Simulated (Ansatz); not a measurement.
Start from KH in the NiAs type structure (space group P6_3/mmc, No. 194; a = 3.855 Å, c = 6.826 Å; a hypothetical phase, not in the database extracts checked).

Perturbation: an isotropic linear strain of +1.48 %; the atoms relax in the strained cell.

Computed with PBEsol in Ansatz (plane waves to 420 eV, PAW, scalar-relativistic without spin-orbit coupling).

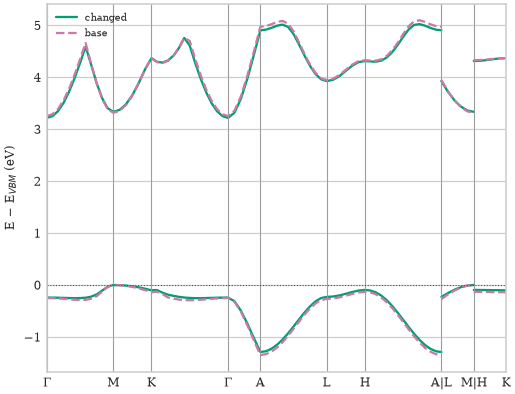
Highest valence and lowest conduction band along the path, each from its own valence-band maximum

The gap is 3.22 eV, indirect, M → Γ; the base has 3.25 eV.

Gaps are Kohn–Sham eigenvalue differences; semilocal functionals usually give less than the measured gap. Stability against distortions was not tested.

Ansatz is a program for electronic structure.
